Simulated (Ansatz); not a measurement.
# FH2SSi− (SMILES F[SiH-]S): single points off equilibrium

How do the functionals fare away from a minimum? The structure is a structure displaced at random from a GFN2-xTB minimum.

Computed with Ansatz 0.2.0, Gaussian basis. Level: single points in def2-TZVPPD.

Cores are frozen in the correlated methods.

## 1. The starting structure

SMILES `F[SiH-]S`, 5 atoms, charge -1, spin multiplicity 1.

Atoms are counted from 1 here; the program's logs count them from 0.

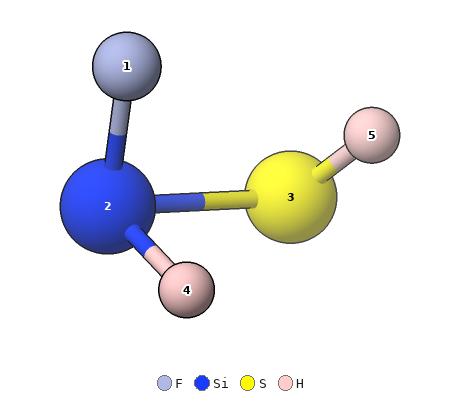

As it starts; fluorine light blue, silicon blue, sulfur yellow, hydrogen pink; atoms are numbered from 1 in the order of the file.

As a file:

```xyz
5
charge -1, multiplicity 1
F    -1.4474    0.0243    0.9471
Si   -0.9610   -0.0473   -0.7021
S     1.1406    0.9514   -0.5010
H    -0.2387   -1.4665   -0.5616
H     1.4958    0.5314    0.7574
```

## 2. CCSD(T)/def2-TZVPPD

Contents of run/in.yaml:

```yaml
crystal:
  periodic: [false, false, false]
  atoms:
    - {symbol: F, position_ang: [-1.447400, 0.024300, 0.947100]}
    - {symbol: Si, position_ang: [-0.961000, -0.047300, -0.702100]}
    - {symbol: S, position_ang: [1.140600, 0.951400, -0.501000]}
    - {symbol: H, position_ang: [-0.238700, -1.466500, -0.561600]}
    - {symbol: H, position_ang: [1.495800, 0.531400, 0.757400]}
basis:
  gaussian: {orbitals: "def2-TZVPPD.json"}
total_charge: -1
correlation: {method: ccsd_t}
output: {forces: true}
```

The basis file named in the input lies beside it (Basis Set Exchange, JSON).

No record of the launch command was kept for these runs.

## 3. PBE0-D4/def2-TZVPPD

run/in.yaml: that of step 2 with these lines changed.

```diff
@@ -11,3 +11,3 @@
 total_charge: -1
-correlation: {method: ccsd_t}
-output: {forces: true}
+hamiltonian: {xc: pbe0, dispersion: d4}
+output: {forces: true, orbitals: {seedname: orbitals}}
```

## 4. wB97M-V/def2-TZVPPD

run/in.yaml: that of step 3 with these lines changed.

```diff
@@ -11,3 +11,3 @@
 total_charge: -1
-hamiltonian: {xc: pbe0, dispersion: d4}
-output: {forces: true, orbitals: {seedname: orbitals}}
+hamiltonian: {xc: {name: wB97M-V}}
+output: {forces: true}
```

## 5. r2SCAN-D4/def2-TZVPPD

run/in.yaml: that of step 4 with these lines changed.

```diff
@@ -11,3 +11,3 @@
 total_charge: -1
-hamiltonian: {xc: {name: wB97M-V}}
+hamiltonian: {xc: r2scan, dispersion: d4}
 output: {forces: true}
```

## 6. PBE-D4/def2-TZVPPD

run/in.yaml: that of step 5 with these lines changed.

```diff
@@ -11,3 +11,3 @@
 total_charge: -1
-hamiltonian: {xc: r2scan, dispersion: d4}
+hamiltonian: {xc: pbe, dispersion: d4}
 output: {forces: true}
```

## 7. r2SCAN0-D4/def2-TZVPPD

run/in.yaml: that of step 6 with these lines changed.

```diff
@@ -11,3 +11,3 @@
 total_charge: -1
-hamiltonian: {xc: pbe, dispersion: d4}
+hamiltonian: {xc: {name: r2SCAN0}, dispersion: d4}
 output: {forces: true}
```

## 8. B97M-V/def2-TZVPPD

run/in.yaml: that of step 7 with these lines changed.

```diff
@@ -11,3 +11,3 @@
 total_charge: -1
-hamiltonian: {xc: {name: r2SCAN0}, dispersion: d4}
+hamiltonian: {xc: {name: B97M-V}}
 output: {forces: true}
```

(Steps that only read results are left out.)

What does the calculation give? Wanted: RMS force component; RMS force error; HOMO and LUMO, PBE0-D4; T1 diagnostic.

As calculated:

| quantity | value |
| --- | --- |
| RMS force component | 0.322 to 0.617 eV/Å over the methods |
| RMS force error | PBE0-D4 0.059, wB97M-V 0.043, r2SCAN-D4 0.059, PBE-D4 0.241, r2SCAN0-D4 0.132, B97M-V 0.128 eV/Å |
| HOMO and LUMO, PBE0-D4 | -0.80 and 3.60 eV |
| T1 diagnostic | 0.014 |

What this shows: The forces of wB97M-V come nearest to CCSD(T), those of PBE-D4 are farthest. Frozen-core CCSD(T) forces in triple zeta carry basis errors of their own, and this is one geometry, so small gaps rank nothing.
